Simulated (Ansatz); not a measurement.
# AlO4: the cost of one run

Method: the levels named in each step, in Ansatz 0.2.0.

**1. The starting structure**

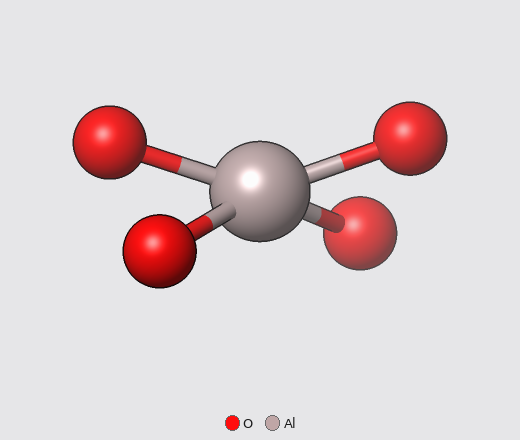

Start, viewed from a chosen angle; oxygen red, aluminium light grey.

As a file:

```xyz
5

O     1.5251   -0.4870   -0.5512
O     1.5019    0.5295    0.5751
Al   -0.0001   -0.0002   -0.0001
O    -1.5174    0.5433   -0.5188
O    -1.5096   -0.5858    0.4948
```

**2. A rough first relaxation, PBE-D4/def2-SVPD**

This run stands in another session on the same molecule. It ended at:

```xyz
5

O     1.5888   -0.5195   -0.5883
O     1.5641    0.5637    0.6132
Al    0.0000   -0.0001    0.0000
O    -1.5806    0.5795   -0.5532
O    -1.5723   -0.6238    0.5283
```

**3. Relaxation, r2SCAN-D4/def2-TZVPPD**

Input file input.yaml:

```yaml
crystal:
  periodic: [false, false, false]
  atoms:
    - { symbol: O, position_ang: [1.588803, -0.51950278, -0.58829172] }
    - { symbol: O, position_ang: [1.56405728, 0.56369667, 0.61322432] }
    - { symbol: Al, position_ang: [-1.165e-05, -6.53e-05, -2.277e-05] }
    - { symbol: O, position_ang: [-1.58061612, 0.57945821, -0.55324283] }
    - { symbol: O, position_ang: [-1.5722925, -0.6238168, 0.52825302] }
total_charge: -1
basis:
  gaussian: { orbitals: def2-TZVPPD.json }
hamiltonian:
  xc: r2scan
  dispersion: d4
relax:
  f_tol: 0.002
  max_steps: 150
```

Command:

```bash
ansatz run input.yaml --threads 4 --pin off --max-ram 10240MiB --backend cpu --events-out ev --progress --plain --runs-dir out
```

**Question.** How long does this run take on 4 threads of Intel Xeon at 2.50GHz (Skylake/Cascade Lake), shared host, and how much memory does it need?

About 27 s, with a peak of 0.48 GiB.
